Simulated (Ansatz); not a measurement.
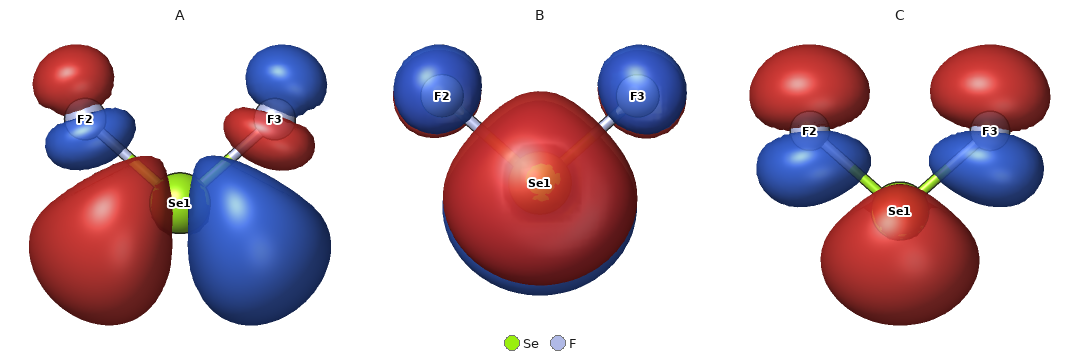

Figure 1: F₂Se. Three frontier orbitals at ±0.1 Å⁻³ᐟ² (red and blue are the two phases), in no order.

Geometry: r2SCAN-D4/def2-TZVP.

These are results of RKS PBE0-D4/def2-TZVP in Ansatz, not measurements.

```xyz
3

Se    0.0049   -0.0075   -0.7711
F     1.2959   -0.0185    0.3941
F    -1.3008    0.0261    0.3770
```

Question: Order the three orbitals by energy and name them.

Answer: C is the HOMO−1 (−12.00 eV). By Hirshfeld shares it lies mainly on Se1 (about 35 %), F2 (about 35 %) and F3 (about 35 %); it is symmetric in the molecular plane (an in-plane orbital: σ, lone-pair or in-plane π type). B is the HOMO (−7.19 eV). Its weight (Hirshfeld) is mainly on Se1 (about 80 %), F2 (about 10 %) and F3 (about 10 %); it changes sign across the molecular plane (π type). A is the LUMO (−2.38 eV). Its weight (Hirshfeld) is mainly on Se1 (about 75 %), F2 (about 10 %) and F3 (about 10 %); it is symmetric in the molecular plane (an in-plane orbital: σ, lone-pair or in-plane π type).

Question: What is the HOMO–LUMO gap?

Answer: 4.81 eV between the orbital energies.
